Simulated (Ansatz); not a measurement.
## Phonon calculation of C₂H₇AlOSi

- system: C₂H₇AlOSi, SMILES C=[CH][AlH][SiH2]O
- method: RKS BLYP/def2-SVP (Ansatz 0.2.0)

It belongs to a series of runs on one base structure; here: vibrations at the highest image of the band.

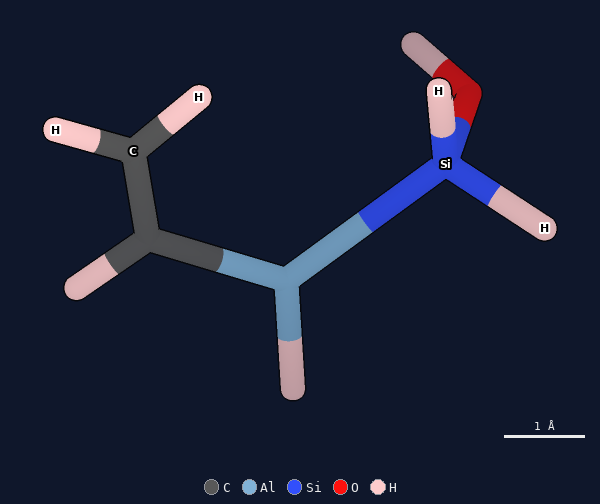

Fig. 1: The input geometry (stick view, seen at a tilt). Sticks mark near contacts.

### The input
```yaml
crystal:
  periodic: [false, false, false]
  atoms:
    - { symbol: C, position_ang: [-2.174592, 0.724309, -0.200002] }
    - { symbol: C, position_ang: [-1.483872, 0.237837, -1.262989] }
    - { symbol: Al, position_ang: [0.278736, -0.622415, -1.113128] }
    - { symbol: Si, position_ang: [1.497211, -0.698033, 1.066502] }
    - { symbol: O, position_ang: [2.720302, 0.493417, 1.133546] }
    - { symbol: H, position_ang: [-1.776697, 0.673688, 0.829896] }
    - { symbol: H, position_ang: [-3.171569, 1.193145, -0.294692] }
    - { symbol: H, position_ang: [-1.979591, 0.33571, -2.250125] }
    - { symbol: H, position_ang: [0.946643, -1.214765, -2.442889] }
    - { symbol: H, position_ang: [2.23901, -1.994718, 1.228164] }
    - { symbol: H, position_ang: [0.576868, -0.597054, 2.264661] }
    - { symbol: H, position_ang: [2.404551, 1.413578, 1.075058] }
basis:
  gaussian: { orbitals: def2-SVP }
hamiltonian:
  xc: blyp
phonons: {}
```

Hardware: 2 threads of Arm Neoverse V1, 24 GiB of memory available, shared host.

Launch command:
```bash
ansatz run input.yaml --threads 2 --pin off --max-ram 3072MiB --backend cpu --events-out ev --progress --plain --runs-dir out
```

### What the program printed
```
Engine: ansatz 0.2.0, aarch64-unknown-linux-gnu
Functional definition: BLYP
  parameter beta = 0.0042
  parameter a = 0.04918
  parameter b = 0.132
  parameter c = 0.2533
  parameter d = 0.349
  exchange = b88_x(beta = beta)
  correlation = lyp_c(a = a, b = b, c = c, d = d)
1254 factors; their error is unknown
mean field evaluation 1: about -18686.3176 eV, gradient 7.6e1 eV
mean field evaluation 2: about -18601.7969 eV, gradient 1.9e2 eV
mean field evaluation 4: about -18699.1496 eV, gradient 1.8e1 eV
mean field evaluation 8: about -18699.8937 eV, gradient 1.6e-1 eV
mean field evaluation 16: about -18699.8188 eV, gradient 1.4e-3 eV
mean field -18699.81879395 eV, -687.2056654852 hartree, gradient 1.0e-5 eV, S^2 0.000000; 0 other end points of the search recorded, 0 dependent functions left out
the calculation of the forces begins
reference -18699.81918366 eV, -687.2056798067 hartree; 27, 27 occupied and 86, 86 virtual orbitals, 1254 factors
these checks for a lower state are left out or cut short: stability, starts, cluster_reference, orbital_swaps, neighbouring_geometries, increment
1254 factors; their error is unknown
mean field -18699.81868567 eV, -687.2056615061 hartree, gradient 1.1e-6 eV, S^2 0.000000; 0 other end points of the search recorded, 0 dependent functions left out
[... from here on the field's lines of each further geometry are left out, up to the last ...]
the calculation of the forces begins
reference -18699.81919320 eV, -687.2056801574 hartree; 27, 27 occupied and 86, 86 virtual orbitals, 1254 factors
these checks for a lower state are left out or cut short: stability, starts, cluster_reference, orbital_swaps, neighbouring_geometries, increment
1254 factors; their error is unknown
mean field evaluation 448: about -18699.8188 eV, gradient 8.7e-2 eV
mean field -18699.81878206 eV, -687.2056650483 hartree, gradient 1.7e-6 eV, S^2 0.000000; 0 other end points of the search recorded, 0 dependent functions left out
the calculation of the forces begins
reference -18699.81917177 eV, -687.2056793698 hartree; 27, 27 occupied and 86, 86 virtual orbitals, 1254 factors
WARN: phonons: modes at or below zero, which the zero-point energy, F, S and C_V leave out: 1, the lowest at -30.32 cm⁻¹. A minimum has none, and a first-order saddle one
Total energy: -18699.81918366 eV, -687.2056798067 hartree
Atom 0 at    -2.174592     0.724309    -0.200002 Å, force     0.021207    -0.010411    -0.006390 eV/Å
Atom 1 at    -1.483872     0.237837    -1.262989 Å, force    -0.010921     0.000039    -0.017615 eV/Å
Atom 2 at     0.278736    -0.622415    -1.113128 Å, force    -0.006498    -0.001306     0.008958 eV/Å
Atom 3 at     1.497211    -0.698033     1.066502 Å, force     0.021527     0.027440    -0.015221 eV/Å
Atom 4 at     2.720302     0.493417     1.133546 Å, force    -0.009063    -0.010829    -0.004502 eV/Å
Atom 5 at    -1.776697     0.673688     0.829896 Å, force    -0.005947     0.003272     0.002707 eV/Å
Atom 6 at    -3.171569     1.193145    -0.294692 Å, force    -0.004402     0.006813     0.007583 eV/Å
Atom 7 at    -1.979591     0.335710    -2.250125 Å, force    -0.001287     0.002222     0.007977 eV/Å
Atom 8 at     0.946643    -1.214765    -2.442889 Å, force     0.008143    -0.001488    -0.004783 eV/Å
Atom 9 at     2.239010    -1.994718     1.228164 Å, force     0.004580    -0.002233     0.004180 eV/Å
Atom 10 at     0.576868    -0.597054     2.264661 Å, force    -0.008793     0.000736     0.012827 eV/Å
Atom 11 at     2.404551     1.413578     1.075058 Å, force    -0.008546    -0.014256     0.004277 eV/Å
Dipole moment:    -0.382562     0.278302    -0.043641 e Å
Vibrations: -30.32 81.26 85.42 138.02 228.06 266.65 317.50 352.42 450.55 497.89 568.90 658.85 714.06 773.35 848.57 880.97 913.96 965.89 974.57 1028.44 1236.76 1377.24 1575.33 1850.91 2077.09 2145.17 3000.47 3012.57 3087.94 3717.03 cm⁻¹, zero-point energy 2.096935 eV
```

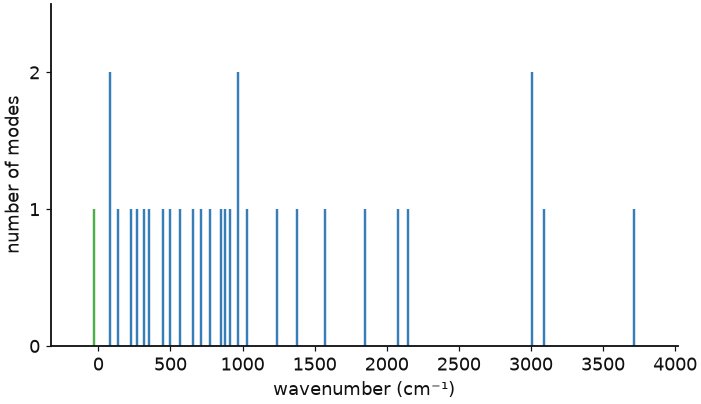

Fig. 2: Harmonic vibrational wavenumbers from the force constants; neighbouring modes closer than 17 cm⁻¹ are counted in one stick, and imaginary ones are drawn at negative wavenumbers. 30 modes from 30i to 3717 cm⁻¹, 1 imaginary beyond 8i (30i cm⁻¹): not a clean minimum; so soft a mode can be a shallow saddle, an incomplete relaxation or noise of the force constants.

### Key numbers

- outcome: converged
- total energy: −18699.8192 eV
- mean-field energy: −18699.8192 eV
- largest force (length of the vector): 0.038 eV/Å
- wall time: 1.7 min (CPU time 3.3 min)
- peak memory: 0.14 GiB
